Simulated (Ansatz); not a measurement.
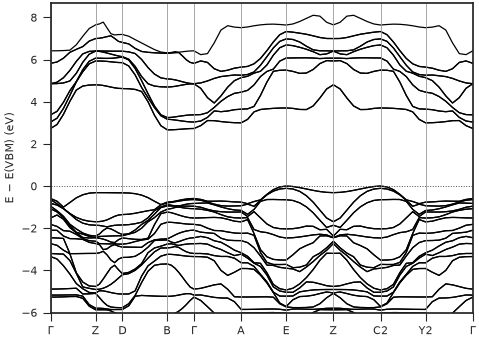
*Band structure from plane-wave PAW r²SCAN with spin–orbit coupling (Ansatz code)*

Read off the gap and where the band edges lie.

About 2.7 eV (2.67 eV by a search for the band edges); maximum at E, minimum at B.

The material is Ta$_{2}$O$_{5}$ in space group Cmmm (No. 65; Ta on 4i, O on 4j, O on 4i, O on 2a).

The workflow started from a Materials Project entry (that database holds measured and hypothetical structures alike); the Crystallography Open Database copy checked does not list it. COD files the formula under space group No. 49. Whether it is the stable phase at ambient conditions was not checked. Symmetry was held in the r²SCAN relaxation; phonons show weakly imaginary modes. The run is not spin-polarised.

Potentials: the earlier of the program's two PAW sets.
